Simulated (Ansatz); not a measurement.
**What a change does: single-point calculation on C$_{2}$H$_{9}$NSn**

System: C$_{2}$H$_{9}$NSn.
Method of run A: RKS PBE0-D4/def2-TZVP (Ansatz 0.2.0).

The geometry comes from this level: B3LYP-D4/def2-SVP. Text and figures count atoms from 1; the logs count them from 0 in places.

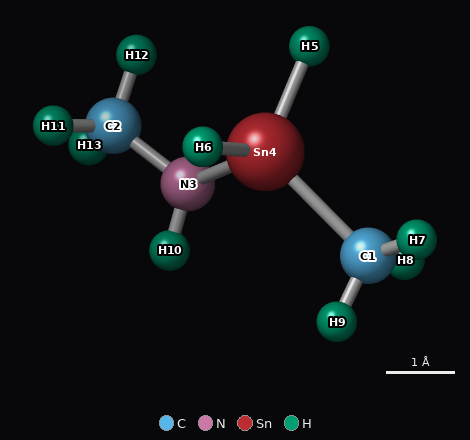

Fig. 1: The input geometry (ball-and-stick view, seen at a tilt; atoms are numbered from 1 in the order of the input). Sticks mark near contacts. Bond lengths as drawn: C–H 1.10 to 1.11 Å, C–N 1.45 Å, C–Sn 2.16 Å, H–N 1.02 Å, H–Sn 1.72 to 1.74 Å and N–Sn 2.06 Å.

## The input, run A
```yaml
crystal:
  periodic: [false, false, false]
  atoms:
    - {symbol: C, position_ang: [-0.446392, 2.398573, -0.304499]}
    - {symbol: C, position_ang: [-0.074330, -2.320547, 0.127102]}
    - {symbol: N, position_ang: [-0.496329, -0.968688, -0.201514]}
    - {symbol: Sn, position_ang: [0.648900, 0.652637, 0.350743]}
    - {symbol: H, position_ang: [0.772699, 0.548022, 2.065746]}
    - {symbol: H, position_ang: [2.241480, 0.624930, -0.341774]}
    - {symbol: H, position_ang: [0.054913, 3.314127, 0.041763]}
    - {symbol: H, position_ang: [-1.464716, 2.364744, 0.108805]}
    - {symbol: H, position_ang: [-0.503132, 2.418088, -1.402884]}
    - {symbol: H, position_ang: [-0.820220, -0.906168, -1.165719]}
    - {symbol: H, position_ang: [0.812775, -2.697398, -0.427905]}
    - {symbol: H, position_ang: [0.169816, -2.389003, 1.201664]}
    - {symbol: H, position_ang: [-0.895454, -3.039325, -0.051518]}
basis:
  gaussian: {orbitals: def2-TZVP, initial_orbitals: start.molden}
hamiltonian: {xc: pbe0, dispersion: d4}
scf: {omitted_lower_state_checks: [starts]}
output: {orbitals: {seedname: orbitals}}
```

Launched with:
```bash
ansatz run in.yaml --threads 2 --pin off --events-out ev --progress --plain --max-ram 4352MiB
```

Hardware: 2 threads of Arm Neoverse N1, 77 GiB of memory available, shared host.

## Output (run A)
```
Functional definition: PBE0
  parameter a = 0.25
  parameter kappa = 0.804
  parameter beta = 0.06672455060314922
  exchange = (1 - a)*pbe_x(kappa = kappa, mu = beta*pi^2/3) + a*exact_x
  correlation = pbe_c(beta = beta)
these checks for a lower state are left out or cut short: starts
1372 factors; their error is unknown
mean field evaluation 1: about -9536.6466 eV, gradient 9.2e1 eV
mean field evaluation 2: about -9538.7129 eV, gradient 2.3e0 eV
mean field evaluation 4: about -9538.7942 eV, gradient 4.2e-1 eV
mean field evaluation 8: about -9538.7944 eV, gradient 1.5e-5 eV
mean field -9538.79439597 eV, -350.5442284247 hartree, gradient 1.5e-5 eV, S^2 0.000000; 0 other end points of the search recorded, 0 dependent functions left out
reference -9538.79443676 eV, -350.5442299238 hartree; 25, 25 occupied and 172, 172 virtual orbitals, 1372 factors
Total energy: -9538.99720218 eV, -350.5516814154 hartree
Checks for a lower state left out: starts
```

The input of run B differs as follows (lines with − go, lines with + come):
```diff
-hamiltonian: {xc: pbe0, dispersion: d4}
+correlation: {method: mp2}
```

What does this change do to the results?

The total energies belong to different models, so their difference says nothing on which is more stable or more accurate. The HOMO goes from −6.29 to −9.64 eV. The LUMO goes from 0.20 to 2.58 eV.

## Output (run B)
```
Functional definition: HF
  exchange = exact_x
  correlation = 0
these checks for a lower state are left out or cut short: starts
1517 factors; integrals over basis functions are off by at most 1.3e-3 eV
mean field evaluation 1: about -9490.3746 eV, gradient 2.2e1 eV
mean field evaluation 2: about -9491.1036 eV, gradient 6.8e-1 eV
mean field evaluation 4: about -9491.2955 eV, gradient 5.5e-3 eV
mean field evaluation 8: about -9491.2955 eV, gradient 2.8e-6 eV
mean field -9491.29548151 eV, -348.7986755144 hartree, gradient 3.5e-6 eV, S^2 0.000000; 0 other end points of the search recorded, 0 dependent functions left out
7 core orbitals not correlated: weight in the atoms' cores, before any rotation towards them, 1.000 or more for the frozen orbitals, at most 0.000 for the correlated occupied ones
reference -9491.29548151 eV, -348.7986755144 hartree; 18, 18 occupied and 172, 172 virtual orbitals, 1517 factors
second order -24.08461616 eV of doubles, -0.00000000 eV of singles
Total energy: -9515.38009767 eV, -349.6837688332 hartree
Checks for a lower state left out: starts
```

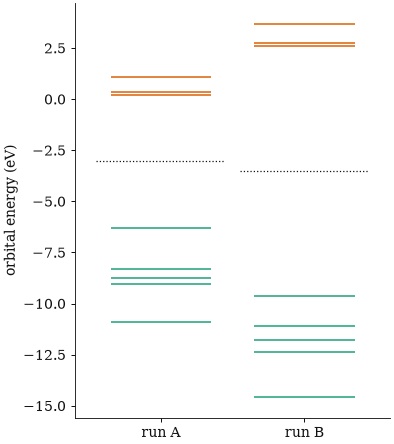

Fig. 2: The five highest filled and three lowest empty orbital energies of the two runs; the dotted lines part filled from empty levels. The HOMO–LUMO gap is 6.49 eV in run A and 12.22 eV in run B.

## The two runs side by side

```csv
quantity,run A,run B
outcome,converged,converged
total energy (hartree),−350.551681,−349.683769
HOMO (eV),−6.29,−9.64
LUMO (eV),0.20,2.58
basis functions,197,197
wall time (shared host),7.5 s,7 s
```
